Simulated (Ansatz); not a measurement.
Molecular dynamics of Si2H6F (charge −1) (part 3 of 3)

Continued. System: Si2H6F, charge −1. Method: RKS PBE0-D4/def2-SVPD (Ansatz 0.2.0). 

Geometry of the input (Å):
```
F  -0.5894  -0.1670  -2.0646
Si 0.1078  1.0975  0.6059
Si -0.1125  -0.9245  -0.5857
H  1.4971  1.2207  1.1703
H  -0.1508  2.4570  0.0007
H  -0.7719  1.0812  1.8264
H  0.3338  -1.5265  0.8224
H  1.0940  -1.5413  -1.2511
H  -1.4081  -1.6971  -0.5244
```

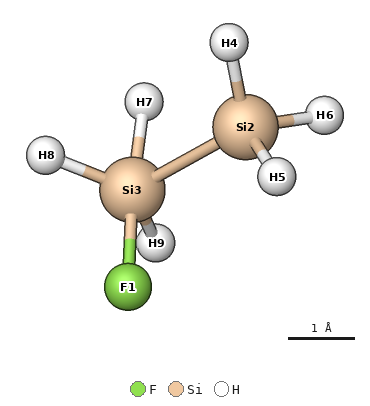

*The geometry at step 48 of the log (ball-and-stick view, seen at a tilt; atoms are numbered from 1 in the order of the input).*

**Trajectory as extended XYZ, continued**
```
9
Properties=species:S:1:pos:R:3:forces:R:3 step=35 time_fs=8.8 energy=-18555.15369 temperature=116.9
F    -0.6040   -0.1402   -2.0742    0.1194  -0.2374  -0.1106
Si    0.1153    1.0983    0.6110    0.1025   0.4066  -0.5132
Si   -0.1138   -0.9504   -0.5853    0.6505   0.2619   0.9724
H     1.4868    1.4586    1.1593   -0.0944  -0.4932   0.2156
H    -0.0647    2.4453   -0.1044   -0.3654  -0.2742   0.1178
H    -0.8618    1.0690    1.7633    0.1242   0.1981   0.0768
H     0.3229   -1.6049    0.8247   -0.2026   0.0700   0.0737
H     1.2380   -1.4736   -1.0611   -0.3896   0.0692  -0.5835
H    -1.4259   -1.7063   -0.5090    0.0554  -0.0009  -0.2489
9
Properties=species:S:1:pos:R:3:forces:R:3 step=36 time_fs=9.0 energy=-18555.15447 temperature=117.8
F    -0.6044   -0.1395   -2.0746    0.1249  -0.2425  -0.0980
Si    0.1156    1.0984    0.6111    0.0713   0.4180  -0.5783
Si   -0.1136   -0.9512   -0.5849    0.6299   0.3170   0.9751
H     1.4829    1.4606    1.1599   -0.0477  -0.4832   0.2329
H    -0.0661    2.4455   -0.1079   -0.3586  -0.2984   0.1316
H    -0.8616    1.0704    1.7601    0.0975   0.1975   0.1088
H     0.3205   -1.6066    0.8256   -0.1961   0.0687   0.0714
H     1.2361   -1.4695   -1.0601   -0.3432   0.0450  -0.5966
H    -1.4239   -1.7052   -0.5109    0.0221  -0.0221  -0.2470
9
Properties=species:S:1:pos:R:3:forces:R:3 step=37 time_fs=9.2 energy=-18555.15529 temperature=118.7
F    -0.6048   -0.1388   -2.0750    0.1301  -0.2469  -0.0857
Si    0.1160    1.0985    0.6113    0.0388   0.4266  -0.6423
Si   -0.1134   -0.9520   -0.5845    0.6070   0.3722   0.9777
H     1.4789    1.4622    1.1605    0.0001  -0.4720   0.2502
H    -0.0676    2.4455   -0.1113   -0.3512  -0.3201   0.1445
H    -0.8614    1.0719    1.7569    0.0704   0.1964   0.1407
H     0.3180   -1.6082    0.8265   -0.1890   0.0672   0.0686
H     1.2340   -1.4655   -1.0594   -0.2946   0.0201  -0.6090
H    -1.4219   -1.7042   -0.5130   -0.0117  -0.0434  -0.2447
9
Properties=species:S:1:pos:R:3:forces:R:3 step=38 time_fs=9.5 energy=-18555.15612 temperature=119.6
F    -0.6052   -0.1381   -2.0755    0.1351  -0.2506  -0.0735
Si    0.1163    1.0986    0.6114    0.0053   0.4324  -0.7046
Si   -0.1131   -0.9528   -0.5841    0.5819   0.4271   0.9800
H     1.4749    1.4636    1.1614    0.0484  -0.4598   0.2672
H    -0.0694    2.4454   -0.1146   -0.3431  -0.3394   0.1562
H    -0.8611    1.0736    1.7539    0.0433   0.1948   0.1722
H     0.3154   -1.6098    0.8275   -0.1812   0.0654   0.0653
H     1.2318   -1.4614   -1.0591   -0.2442  -0.0053  -0.6206
H    -1.4199   -1.7032   -0.5152   -0.0455  -0.0647  -0.2421
9
Properties=species:S:1:pos:R:3:forces:R:3 step=39 time_fs=9.8 energy=-18555.15696 temperature=120.6
F    -0.6056   -0.1374   -2.0759    0.1399  -0.2537  -0.0616
Si    0.1166    1.0987    0.6115   -0.0292   0.4354  -0.7646
Si   -0.1129   -0.9536   -0.5837    0.5547   0.4813   0.9820
H     1.4710    1.4647    1.1623    0.0969  -0.4466   0.2839
H    -0.0713    2.4450   -0.1178   -0.3343  -0.3560   0.1668
H    -0.8607    1.0753    1.7509    0.0165   0.1929   0.2029
H     0.3126   -1.6113    0.8285   -0.1728   0.0634   0.0613
H     1.2294   -1.4574   -1.0592   -0.1926  -0.0310  -0.6313
H    -1.4180   -1.7022   -0.5176   -0.0792  -0.0857  -0.2392
9
Properties=species:S:1:pos:R:3:forces:R:3 step=40 time_fs=10.0 energy=-18555.15785 temperature=121.6
F    -0.6060   -0.1368   -2.0764    0.1445  -0.2561  -0.0499
Si    0.1169    1.0988    0.6116   -0.0643   0.4358  -0.8218
Si   -0.1126   -0.9544   -0.5833    0.5255   0.5342   0.9836
H     1.4671    1.4656    1.1635    0.1450  -0.4326   0.2999
H    -0.0735    2.4444   -0.1209   -0.3250  -0.3700   0.1762
H    -0.8604    1.0772    1.7481   -0.0098   0.1906   0.2324
H     0.3098   -1.6128    0.8295   -0.1638   0.0611   0.0566
H     1.2269   -1.4533   -1.0596   -0.1401  -0.0568  -0.6409
H    -1.4161   -1.7013   -0.5201   -0.1122  -0.1063  -0.2361
9
Properties=species:S:1:pos:R:3:forces:R:3 step=41 time_fs=10.2 energy=-18555.15880 temperature=122.6
F    -0.6064   -0.1361   -2.0768    0.1488  -0.2580  -0.0384
Si    0.1172    1.0989    0.6117   -0.0998   0.4336  -0.8756
Si   -0.1123   -0.9551   -0.5828    0.4946   0.5855   0.9848
H     1.4633    1.4662    1.1648    0.1923  -0.4180   0.3152
H    -0.0759    2.4436   -0.1239   -0.3150  -0.3812   0.1843
H    -0.8601    1.0791    1.7454   -0.0351   0.1879   0.2605
H     0.3068   -1.6143    0.8306   -0.1543   0.0587   0.0513
H     1.2243   -1.4493   -1.0604   -0.0874  -0.0824  -0.6494
H    -1.4142   -1.7004   -0.5227   -0.1441  -0.1262  -0.2328
9
Properties=species:S:1:pos:R:3:forces:R:3 step=42 time_fs=10.5 energy=-18555.15988 temperature=123.8
F    -0.6067   -0.1355   -2.0773    0.1530  -0.2592  -0.0270
Si    0.1176    1.0990    0.6117   -0.1355   0.4290  -0.9254
Si   -0.1120   -0.9559   -0.5823    0.4622   0.6348   0.9853
H     1.4596    1.4665    1.1663    0.2382  -0.4030   0.3295
H    -0.0784    2.4425   -0.1268   -0.3045  -0.3895   0.1911
H    -0.8598    1.0812    1.7429   -0.0593   0.1848   0.2867
H     0.3038   -1.6157    0.8317   -0.1443   0.0561   0.0454
H     1.2216   -1.4454   -1.0616   -0.0350  -0.1077  -0.6565
H    -1.4125   -1.6996   -0.5255   -0.1747  -0.1452  -0.2292
9
Properties=species:S:1:pos:R:3:forces:R:3 step=43 time_fs=10.8 energy=-18555.16114 temperature=125.2
F    -0.6071   -0.1348   -2.0777    0.1569  -0.2599  -0.0156
Si    0.1179    1.0992    0.6118   -0.1711   0.4220  -0.9707
Si   -0.1117   -0.9566   -0.5818    0.4286   0.6814   0.9851
H     1.4561    1.4666    1.1681    0.2821  -0.3877   0.3427
H    -0.0812    2.4413   -0.1296   -0.2935  -0.3951   0.1966
H    -0.8595    1.0834    1.7405   -0.0820   0.1814   0.3109
H     0.3006   -1.6171    0.8329   -0.1338   0.0534   0.0386
H     1.2189   -1.4415   -1.0632    0.0165  -0.1324  -0.6621
H    -1.4108   -1.6990   -0.5285   -0.2036  -0.1630  -0.2254
9
Properties=species:S:1:pos:R:3:forces:R:3 step=44 time_fs=11.0 energy=-18555.16266 temperature=126.9
F    -0.6075   -0.1342   -2.0782    0.1606  -0.2600  -0.0044
Si    0.1182    1.0993    0.6118   -0.2063   0.4128  -1.0109
Si   -0.1114   -0.9573   -0.5813    0.3940   0.7251   0.9839
H     1.4527    1.4664    1.1700    0.3234  -0.3724   0.3544
H    -0.0841    2.4397   -0.1322   -0.2820  -0.3977   0.2007
H    -0.8593    1.0857    1.7383   -0.1028   0.1775   0.3325
H     0.2974   -1.6185    0.8340   -0.1229   0.0505   0.0312
H     1.2163   -1.4377   -1.0652    0.0663  -0.1563  -0.6660
H    -1.4093   -1.6984   -0.5315   -0.2302  -0.1795  -0.2215
9
Properties=species:S:1:pos:R:3:forces:R:3 step=45 time_fs=11.2 energy=-18555.16452 temperature=128.9
F    -0.6078   -0.1335   -2.0786    0.1642  -0.2595   0.0068
Si    0.1185    1.0995    0.6118   -0.2409   0.4016  -1.0454
Si   -0.1111   -0.9580   -0.5807    0.3588   0.7653   0.9815
H     1.4495    1.4661    1.1721    0.3617  -0.3571   0.3645
H    -0.0871    2.4380   -0.1348   -0.2701  -0.3975   0.2034
H    -0.8592    1.0881    1.7364   -0.1215   0.1733   0.3515
H     0.2942   -1.6198    0.8352   -0.1117   0.0474   0.0231
H     1.2137   -1.4340   -1.0676    0.1138  -0.1791  -0.6680
H    -1.4079   -1.6979   -0.5347   -0.2544  -0.1945  -0.2173
9
Properties=species:S:1:pos:R:3:forces:R:3 step=46 time_fs=11.5 energy=-18555.16679 temperature=131.5
F    -0.6082   -0.1329   -2.0791    0.1676  -0.2585   0.0180
Si    0.1188    1.0997    0.6118   -0.2743   0.3885  -1.0739
Si   -0.1107   -0.9587   -0.5801    0.3233   0.8016   0.9777
H     1.4466    1.4655    1.1745    0.3965  -0.3421   0.3727
H    -0.0904    2.4360   -0.1372   -0.2577  -0.3943   0.2047
H    -0.8591    1.0907    1.7346   -0.1379   0.1688   0.3675
H     0.2908   -1.6211    0.8364   -0.1001   0.0443   0.0143
H     1.2111   -1.4303   -1.0704    0.1585  -0.2005  -0.6679
H    -1.4067   -1.6975   -0.5380   -0.2758  -0.2077  -0.2130
9
Properties=species:S:1:pos:R:3:forces:R:3 step=47 time_fs=11.8 energy=-18555.16956 temperature=134.5
F    -0.6085   -0.1323   -2.0795    0.1708  -0.2571   0.0291
Si    0.1191    1.0998    0.6117   -0.3065   0.3738  -1.0958
Si   -0.1104   -0.9594   -0.5795    0.2880   0.8338   0.9723
H     1.4438    1.4647    1.1770    0.4271  -0.3275   0.3788
H    -0.0938    2.4338   -0.1395   -0.2449  -0.3883   0.2046
H    -0.8591    1.0933    1.7331   -0.1518   0.1638   0.3802
H     0.2874   -1.6224    0.8376   -0.0881   0.0410   0.0048
H     1.2087   -1.4269   -1.0736    0.1996  -0.2205  -0.6656
H    -1.4056   -1.6973   -0.5415   -0.2940  -0.2190  -0.2085
9
Properties=species:S:1:pos:R:3:forces:R:3 step=48 time_fs=12.0 energy=-18555.17288 temperature=138.2
F    -0.6089   -0.1317   -2.0800    0.1738  -0.2551   0.0404
Si    0.1194    1.1000    0.6116   -0.3370   0.3575  -1.1108
Si   -0.1101   -0.9600   -0.5789    0.2531   0.8614   0.9650
H     1.4414    1.4637    1.1798    0.4532  -0.3135   0.3827
H    -0.0973    2.4313   -0.1417   -0.2319  -0.3794   0.2030
H    -0.8592    1.0960    1.7317   -0.1628   0.1585   0.3896
H     0.2839   -1.6237    0.8388   -0.0760   0.0376  -0.0053
H     1.2063   -1.4235   -1.0772    0.2365  -0.2387  -0.6608
H    -1.4047   -1.6971   -0.5451   -0.3088  -0.2283  -0.2038
9
Properties=species:S:1:pos:R:3:forces:R:3 step=49 time_fs=12.2 energy=-18555.17681 temperature=142.6
F    -0.6092   -0.1311   -2.0804    0.1766  -0.2528   0.0516
Si    0.1196    1.1002    0.6115   -0.3655   0.3399  -1.1186
Si   -0.1097   -0.9607   -0.5783    0.2190   0.8841   0.9555
H     1.4392    1.4626    1.1829    0.4743  -0.3002   0.3842
H    -0.1010    2.4286   -0.1437   -0.2185  -0.3677   0.2000
H    -0.8593    1.0988    1.7307   -0.1710   0.1529   0.3955
H     0.2804   -1.6249    0.8400   -0.0635   0.0342  -0.0161
H     1.2041   -1.4203   -1.0812    0.2686  -0.2550  -0.6533
H    -1.4040   -1.6972   -0.5488   -0.3201  -0.2354  -0.1989
9
Properties=species:S:1:pos:R:3:forces:R:3 step=50 time_fs=12.5 energy=-18555.18139 temperature=147.6
F    -0.6096   -0.1305   -2.0809    0.1793  -0.2499   0.0630
Si    0.1199    1.1004    0.6114   -0.3919   0.3210  -1.1189
Si   -0.1094   -0.9613   -0.5776    0.1861   0.9018   0.9436
H     1.4372    1.4612    1.1861    0.4902  -0.2877   0.3830
H    -0.1048    2.4257   -0.1457   -0.2049  -0.3532   0.1956
H    -0.8596    1.1017    1.7298   -0.1761   0.1468   0.3977
H     0.2769   -1.6261    0.8412   -0.0509   0.0307  -0.0273
H     1.2021   -1.4172   -1.0856    0.2956  -0.2692  -0.6430
H    -1.4035   -1.6973   -0.5526   -0.3275  -0.2402  -0.1937
9
Properties=species:S:1:pos:R:3:forces:R:3 step=51 time_fs=12.8 energy=-18555.18661 temperature=153.4
F    -0.6099   -0.1299   -2.0813    0.1819  -0.2467   0.0745
Si    0.1202    1.1006    0.6113   -0.4157   0.3011  -1.1116
Si   -0.1090   -0.9619   -0.5770    0.1547   0.9143   0.9290
H     1.4356    1.4597    1.1896    0.5006  -0.2762   0.3791
H    -0.1087    2.4226   -0.1475   -0.1911  -0.3360   0.1898
H    -0.8600    1.1047    1.7292   -0.1782   0.1404   0.3963
H     0.2733   -1.6273    0.8424   -0.0381   0.0270  -0.0391
H     1.2002   -1.4143   -1.0903    0.3169  -0.2813  -0.6297
H    -1.4031   -1.6976   -0.5565   -0.3310  -0.2427  -0.1883
9
Properties=species:S:1:pos:R:3:forces:R:3 step=52 time_fs=13.0 energy=-18555.19246 temperature=159.8
F    -0.6102   -0.1293   -2.0817    0.1843  -0.2431   0.0860
Si    0.1204    1.1008    0.6111   -0.4369   0.2802  -1.0965
Si   -0.1087   -0.9625   -0.5763    0.1250   0.9215   0.9114
H     1.4343    1.4580    1.1933    0.5053  -0.2656   0.3724
H    -0.1128    2.4193   -0.1492   -0.1772  -0.3162   0.1825
H    -0.8605    1.1078    1.7288   -0.1771   0.1336   0.3913
H     0.2697   -1.6285    0.8436   -0.0252   0.0234  -0.0512
H     1.1986   -1.4116   -1.0955    0.3323  -0.2910  -0.6134
H    -1.4030   -1.6981   -0.5606   -0.3305  -0.2428  -0.1826
9
Properties=species:S:1:pos:R:3:forces:R:3 step=53 time_fs=13.2 energy=-18555.19890 temperature=166.9
F    -0.6105   -0.1288   -2.0822    0.1866  -0.2391   0.0978
Si    0.1207    1.1010    0.6109   -0.4552   0.2584  -1.0738
Si   -0.1083   -0.9630   -0.5755    0.0974   0.9233   0.8907
H     1.4333    1.4562    1.1973    0.5042  -0.2559   0.3628
H    -0.1169    2.4158   -0.1508   -0.1632  -0.2938   0.1739
H    -0.8611    1.1109    1.7287   -0.1731   0.1264   0.3828
H     0.2661   -1.6297    0.8447   -0.0121   0.0196  -0.0637
H     1.1971   -1.4090   -1.1010    0.3415  -0.2985  -0.5938
H    -1.4031   -1.6987   -0.5647   -0.3261  -0.2406  -0.1766
9
Properties=species:S:1:pos:R:3:forces:R:3 step=54 time_fs=13.5 energy=-18555.20583 temperature=174.6
F    -0.6108   -0.1282   -2.0826    0.1888  -0.2347   0.1096
Si    0.1209    1.1013    0.6107   -0.4706   0.2359  -1.0435
Si   -0.1079   -0.9635   -0.5748    0.0719   0.9199   0.8665
H     1.4326    1.4542    1.2014    0.4973  -0.2473   0.3503
H    -0.1212    2.4121   -0.1523   -0.1491  -0.2689   0.1640
H    -0.8618    1.1141    1.7288   -0.1660   0.1189   0.3708
H     0.2625   -1.6308    0.8458    0.0010   0.0158  -0.0765
H     1.1958   -1.4066   -1.1069    0.3444  -0.3035  -0.5710
H    -1.4034   -1.6994   -0.5690   -0.3178  -0.2360  -0.1702
9
Properties=species:S:1:pos:R:3:forces:R:3 step=55 time_fs=13.8 energy=-18555.21316 temperature=182.7
F    -0.6111   -0.1276   -2.0830    0.1908  -0.2300   0.1216
Si    0.1211    1.1015    0.6105   -0.4829   0.2127  -1.0059
Si   -0.1076   -0.9641   -0.5740    0.0487   0.9114   0.8389
H     1.4322    1.4521    1.2058    0.4848  -0.2397   0.3348
H    -0.1255    2.4083   -0.1537   -0.1350  -0.2417   0.1528
H    -0.8627    1.1174    1.7291   -0.1561   0.1110   0.3555
H     0.2588   -1.6320    0.8468    0.0141   0.0119  -0.0894
H     1.1948   -1.4044   -1.1131    0.3411  -0.3063  -0.5449
H    -1.4038   -1.7003   -0.5733   -0.3056  -0.2292  -0.1635
9
Properties=species:S:1:pos:R:3:forces:R:3 step=56 time_fs=14.0 energy=-18555.22076 temperature=191.1
F    -0.6114   -0.1271   -2.0835    0.1928  -0.2251   0.1337
Si    0.1214    1.1017    0.6102   -0.4922   0.1888  -0.9612
Si   -0.1072   -0.9645   -0.5733    0.0279   0.8979   0.8076
H     1.4320    1.4498    1.2104    0.4668  -0.2330   0.3165
H    -0.1300    2.4043   -0.1550   -0.1209  -0.2123   0.1405
H    -0.8636    1.1208    1.7296   -0.1436   0.1027   0.3371
H     0.2552   -1.6331    0.8478    0.0273   0.0080  -0.1023
H     1.1939   -1.4024   -1.1196    0.3317  -0.3068  -0.5156
H    -1.4045   -1.7013   -0.5778   -0.2898  -0.2203  -0.1563
9
Properties=species:S:1:pos:R:3:forces:R:3 step=57 time_fs=14.2 energy=-18555.22846 temperature=199.6
F    -0.6117   -0.1266   -2.0839    0.1946  -0.2198   0.1459
Si    0.1216    1.1020    0.6099   -0.4985   0.1645  -0.9100
Si   -0.1068   -0.9650   -0.5725    0.0094   0.8797   0.7726
H     1.4322    1.4473    1.2151    0.4437  -0.2271   0.2955
H    -0.1344    2.4002   -0.1562   -0.1070  -0.1810   0.1269
H    -0.8645    1.1242    1.7303   -0.1285   0.0941   0.3160
H     0.2516   -1.6342    0.8487    0.0404   0.0040  -0.1152
H     1.1932   -1.4006   -1.1264    0.3164  -0.3051  -0.4831
H    -1.4053   -1.7025   -0.5824   -0.2705  -0.2093  -0.1487
9
Properties=species:S:1:pos:R:3:forces:R:3 step=58 time_fs=14.5 energy=-18555.23611 temperature=208.0
F    -0.6120   -0.1260   -2.0843    0.1963  -0.2142   0.1583
Si    0.1217    1.1022    0.6096   -0.5018   0.1396  -0.8525
Si   -0.1065   -0.9655   -0.5717   -0.0068   0.8572   0.7339
H     1.4326    1.4448    1.2200    0.4157  -0.2220   0.2718
H    -0.1390    2.3959   -0.1573   -0.0931  -0.1478   0.1124
H    -0.8656    1.1277    1.7312   -0.1113   0.0851   0.2922
H     0.2481   -1.6354    0.8496    0.0535  -0.0001  -0.1279
H     1.1928   -1.3989   -1.1336    0.2955  -0.3013  -0.4476
H    -1.4062   -1.7037   -0.5870   -0.2481  -0.1964  -0.1406
9
Properties=species:S:1:pos:R:3:forces:R:3 step=59 time_fs=14.8 energy=-18555.24352 temperature=216.2
F    -0.6123   -0.1255   -2.0847    0.1980  -0.2084   0.1708
Si    0.1219    1.1025    0.6093   -0.5024   0.1143  -0.7895
Si   -0.1061   -0.9659   -0.5709   -0.0208   0.8307   0.6915
H     1.4333    1.4421    1.2251    0.3833  -0.2175   0.2457
H    -0.1436    2.3916   -0.1584   -0.0794  -0.1131   0.0969
H    -0.8667    1.1313    1.7323   -0.0920   0.0758   0.2662
H     0.2445   -1.6365    0.8504    0.0665  -0.0043  -0.1403
H     1.1925   -1.3975   -1.1410    0.2695  -0.2957  -0.4092
H    -1.4074   -1.7051   -0.5917   -0.2227  -0.1818  -0.1320
9
Properties=species:S:1:pos:R:3:forces:R:3 step=60 time_fs=15.0 energy=-18555.25051 temperature=223.9
F    -0.6126   -0.1250   -2.0851    0.1996  -0.2024   0.1834
Si    0.1221    1.1027    0.6090   -0.5003   0.0887  -0.7216
Si   -0.1058   -0.9663   -0.5700   -0.0328   0.8006   0.6454
H     1.4341    1.4393    1.2304    0.3470  -0.2135   0.2173
H    -0.1483    2.3873   -0.1594   -0.0658  -0.0770   0.0806
H    -0.8679    1.1348    1.7336   -0.0711   0.0662   0.2383
H     0.2410   -1.6376    0.8511    0.0795  -0.0086  -0.1524
H     1.1923   -1.3962   -1.1486    0.2389  -0.2883  -0.3682
H    -1.4086   -1.7066   -0.5965   -0.1948  -0.1657  -0.1229
```

**Key numbers**

- outcome: finished
- mean temperature over the second half: 145 K
- trajectory: 60 steps, 15 fs
- ensemble: nve
- temperature in the input: 300 K
- time step: 0.25 fs
- potential energy (last step): −18555.2505 eV
- mean-field energy (last step): −18555.0816 eV
- dispersion energy (last step): −0.1690 eV
- SCF solution under orbital rotations (last step): stable
- largest force (length of the vector) (last step): 1.029 eV/Å
- hardware: 4 threads of Arm Neoverse V1, 23 GiB of memory available, shared host
- wall time: 85 s (CPU time 5.3 min)
- peak memory: 0.46 GiB

**Notes**

So short a trajectory is not equilibrated.
